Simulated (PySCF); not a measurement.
# C4H10Se, SMILES `C[Se]C(C)C`: electronic structure

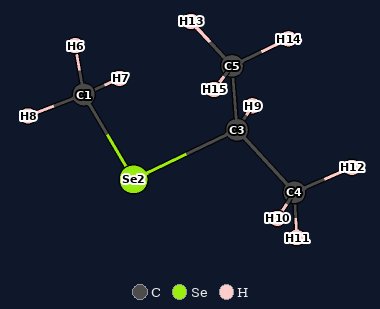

The molecule, with its atoms numbered as below. No frequency check shows the geometry to be a minimum.

Geometry (Å), atoms numbered from 1:

```
C1      -1.8474    0.9163   -0.4775
Se2     -0.6833   -0.4959    0.2053
C3       1.0678    0.2597   -0.4040
C4       2.1147   -0.8383   -0.3300
C5       1.4538    1.4695    0.4265
H6      -1.6811    1.8367    0.0765
H7      -1.6477    1.0623   -1.5364
H8      -2.8715    0.5821   -0.3353
H9       0.8976    0.5506   -1.4461
H10      2.2471   -1.1663    0.7000
H11      1.8150   -1.6970   -0.9283
H12      3.0691   -0.4693   -0.7021
H13      0.6983    2.2500    0.3642
H14      2.3961    1.8803    0.0664
H15      1.5763    1.1874    1.4704
```

### 1. Bonding charge

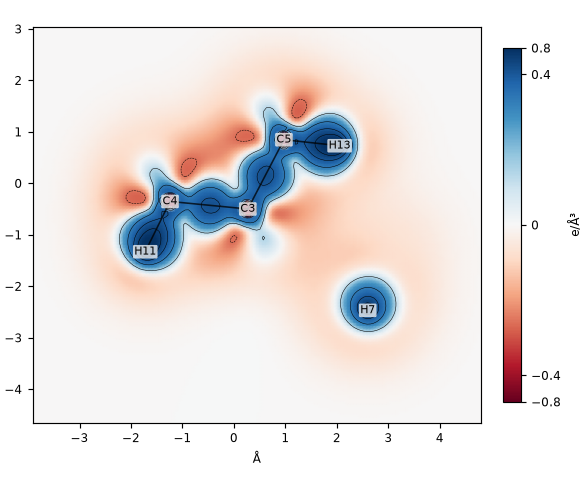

Deformation density (molecule less spherical, spin-averaged free atoms) in the plane of C3, C4, C5, H7, H11 and H13; colour scale in e/Å³, logarithmic beyond ±0.1; blue: gain, red: loss.

Computed with PySCF, PBE0/6-311G**, geometry: GFN2-xTB.

Q: Describe the bonding that the map shows.

A: C4–H11: +0.69 e/Å³ at the bond critical point (bond length 1.09 Å, Mayer order 1.0). C5–H13: +0.69 e/Å³ at the bond critical point (bond length 1.09 Å, Mayer order 1.0). C3–C5: +0.47 e/Å³ at the bond critical point (bond length 1.52 Å, Mayer order 1.0). C3–C4: +0.46 e/Å³ at the bond critical point (bond length 1.52 Å, Mayer order 1.0). In all, 3.2 electrons gather in the regions of gain relative to the promolecule.

### 2. Bond critical points

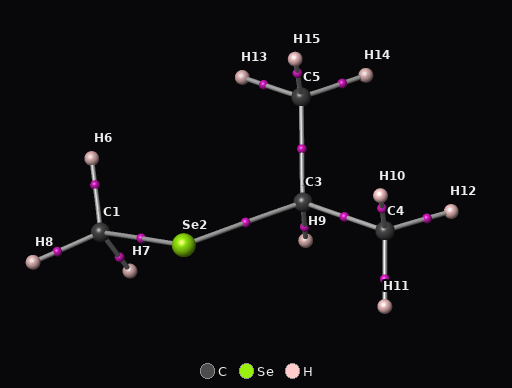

Molecular graph of the electron density (QTAIM): bond paths, bond critical points (magenta), ring points (cyan, if any); weak paths are dashed.

Q: How many critical points of each kind are there, and does the count close?

A: 15 nuclei, 14 bond, 0 ring and 0 cage critical points: 15 − 14 + 0 − 0 = 1, as the Poincaré–Hopf relation requires.

Q: Give the properties at the bond critical points.

A:
```
  bond  length (Å)  ρ (a.u.)  ∇²ρ (a.u.)     ε  H (a.u.)
 C1–H6       1.087     0.278       −0.94  0.01    −0.277
 C1–H7       1.087     0.277       −0.94  0.01    −0.276
 C1–H8       1.087     0.277       −0.94  0.00    −0.276
 C3–H9       1.095     0.277       −0.93  0.00    −0.273
C4–H11       1.089     0.277       −0.93  0.01    −0.276
C5–H15       1.088     0.277       −0.93  0.01    −0.276
C5–H13       1.088     0.276       −0.93  0.01    −0.276
C4–H10       1.089     0.276       −0.93  0.01    −0.275
C4–H12       1.089     0.275       −0.92  0.01    −0.274
C5–H14       1.089     0.274       −0.92  0.01    −0.274
 C3–C5       1.517     0.247       −0.58  0.00    −0.204
 C3–C4       1.519     0.246       −0.57  0.01    −0.202
C1–Se2       1.953     0.143       −0.10  0.11    −0.079
Se2–C3       2.002     0.134       −0.10  0.11    −0.069
```

Q: What kind of interaction is C1–Se2?

A: Shared-shell (covalent): ρ = 0.143, ∇²ρ = −0.10, H = −0.079 a.u.

### 3. Local ionisation energy

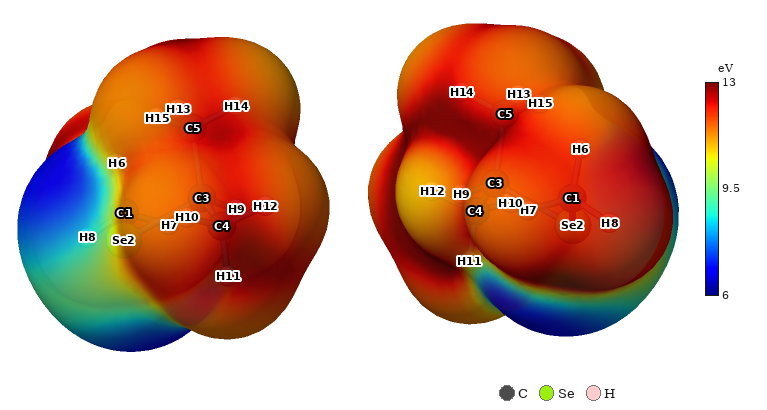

Average local ionisation energy on the surface of electron density 0.001 a.u. (back view left, front view right).

Q: Where are the most loosely bound electrons on this surface?

A: The lowest value is 6.6 eV, 2.4 Å from Se2. Further minima include 6.7 eV, about equally far (2.4 Å) from Se2 and H15; 10.8 eV, 1.4 Å from H9; 11.4 eV, 1.4 Å from H6. For comparison, the highest occupied orbital lies at −5.9 eV.

Q: What volume does the surface enclose, and what is the dipole moment?

A: About 147 Å³; the dipole moment is 1.7 D.

### 4. Excited states

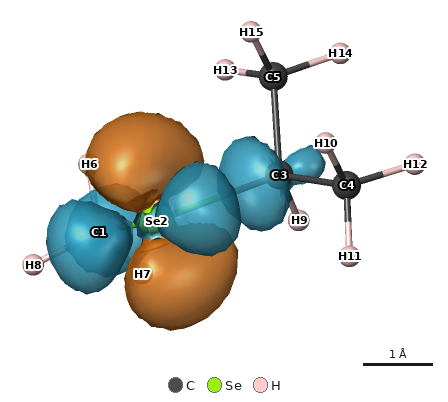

Unrelaxed difference density of S₁ less the ground state (TDA singlet states), ±0.04 e/Å³; light blue: gain, orange: loss.

PySCF calculation, PBE0/def2-SVP, gas phase; geometry: GFN2-xTB. Without diffuse functions Rydberg states are missing, so the states' numbers hold for this basis only.

Q: How does the charge move on excitation?

A: 0.71 e is displaced in all, of which about 0.3 e passes between atoms: Se2 (0.29 e) loses electrons and C3 (0.10 e) and C1 (0.07 e) gain them. The state: 4.93 eV (252 nm), f = 0.000 (very weak); the leading pair carries 100 %; hole on Se2 (83 %), electron on Se2 (53 %), C3 (14 %) and C1 (12 %); their centroids lie 0.2 Å apart.

### 5. Localised orbitals

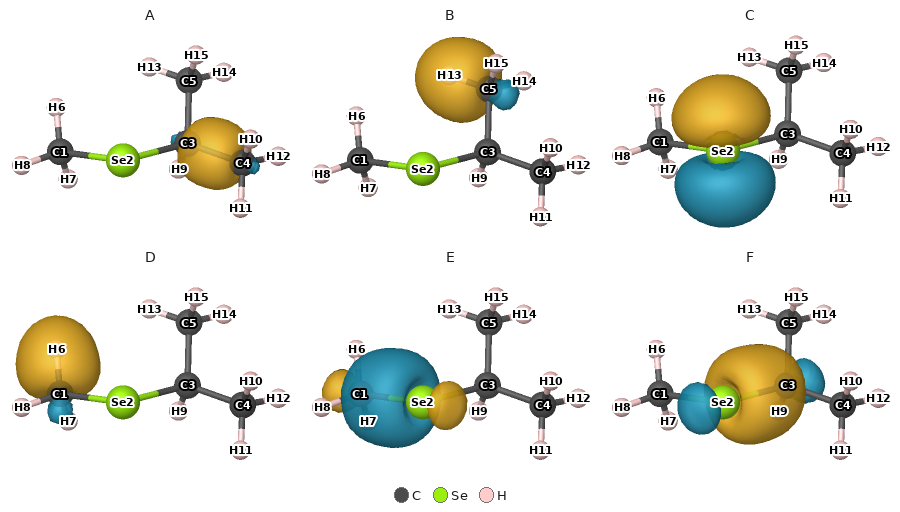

Intrinsic bond orbitals (IBO), occupied; each surface holds about 80 % of the orbital's density. Energies are diagonal elements of the Fock matrix.

Level of theory: PBE0/def2-SVP (PySCF), at a geometry from GFN2-xTB.

Q: Identify each orbital.

A: By panel:
- A: σ bond C3–C4 (C3 50 %, C4 49 %; −14.9 eV)
- B: σ bond C5–H13 (C5 57 %, H13 43 %; −13.2 eV)
- C: lone pair on Se2 (p-type) (Se2 98 %; −6.2 eV)
- D: σ bond C1–H6 (C1 58 %, H6 42 %; −13.8 eV)
- E: σ bond C1–Se2 (C1 52 %, Se2 48 %; −13.0 eV)
- F: σ bond Se2–C3 (Se2 50 %, C3 49 %; −12.4 eV)

The PySCF runs shown took 49 s, 6.3 min and 37 s on 1 thread of Intel(R) Xeon(R) Processor @ 2.50GHz (Skylake/Cascade Lake) (shared host).
